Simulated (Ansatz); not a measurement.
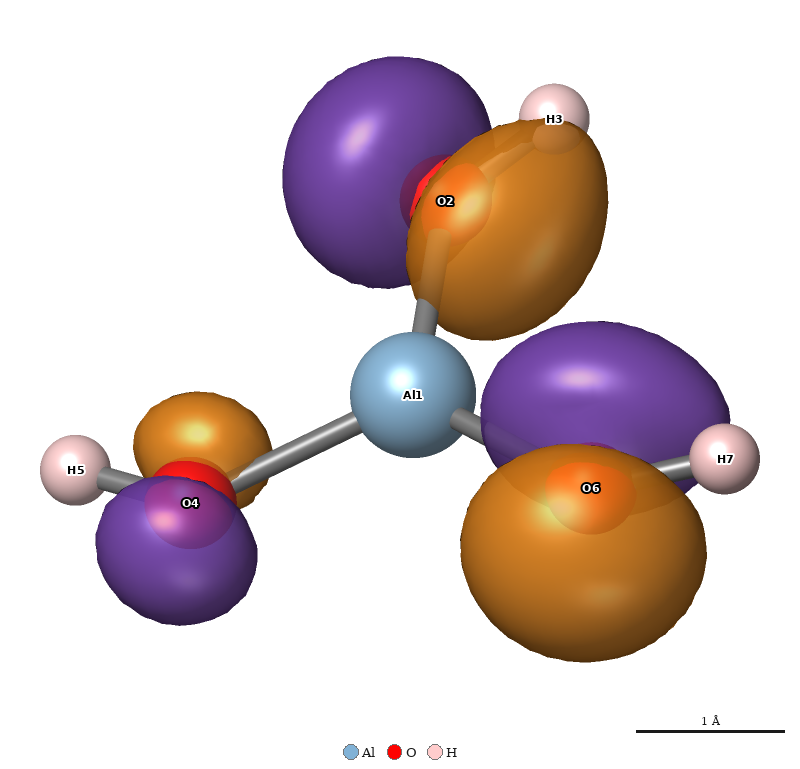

*AlH3O3. The HOMO−1 at ±0.15 Å⁻³ᐟ² (orange and purple are the two phases), seen at an oblique angle.*

Theory: RHF/def2-SVP (Ansatz).

| atom | x (Å) | y (Å) | z (Å) |
| --- | --- | --- | --- |
| Al | -0.0861 | -0.3088 | -0.1027 |
| O | 0.0150 | -0.1795 | 1.5725 |
| H | -0.6264 | -0.1232 | 2.2561 |
| O | 1.3338 | -0.3831 | -0.9938 |
| H | 2.2225 | -0.3641 | -0.6881 |
| O | -1.5349 | -0.3688 | -0.9437 |
| H | -2.4432 | -0.3525 | -0.7096 |

What is the character of this orbital?

By Hirshfeld shares it lies mainly on O6 (about 45 %), O2 (about 35 %) and O4 (about 10 %); it is symmetric in the molecular plane (an in-plane orbital: σ, lone-pair or in-plane π type); largely a combination of lone pairs on O6, O2 and O4. Its energy is −13.23 eV.
